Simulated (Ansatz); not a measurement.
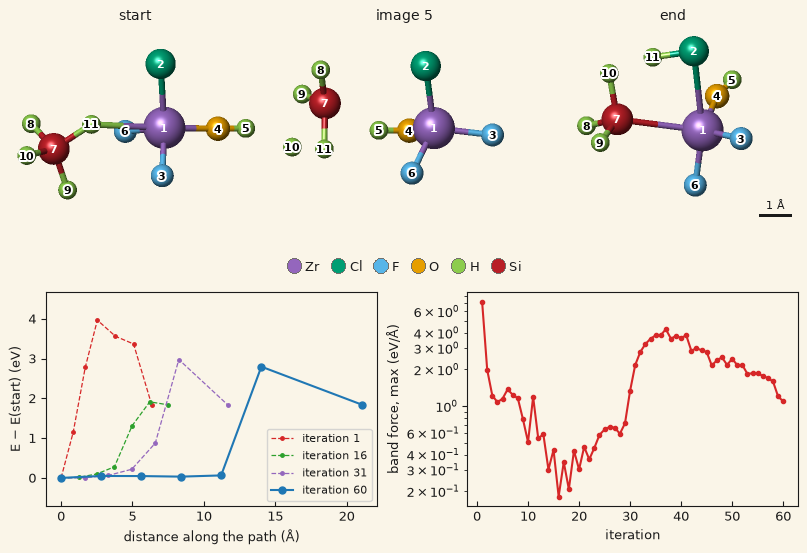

A search for the minimum-energy path of ZrSiH5OClF2 by the nudged elastic band. Images are numbered from 0 (start) to 6 (end). The plot follows the band through its iterations. Style: ball-and-stick. Shown at a tilt.

Method: Ansatz, RKS PBE-D4/def2-SVP. Settings: 5 movable images; climbing image; force threshold 0.03 eV/Å; iteration limit 60; starting path through a guess of the saddle point.

Judge this run.

The result isn't final. The band hadn't converged when the run stopped after 60 iterations. The largest component of the band force went from 7.2 to 1.1 eV/Å. The barrier read from it is provisional: over the last two iterations the highest image moved from 2.76 eV to 2.80 eV. The first iteration put the highest image at 3.97 eV. The energy climbs by 2.80 eV to image 5 and then falls by 0.96 eV, so the end point sits at +1.84 eV.
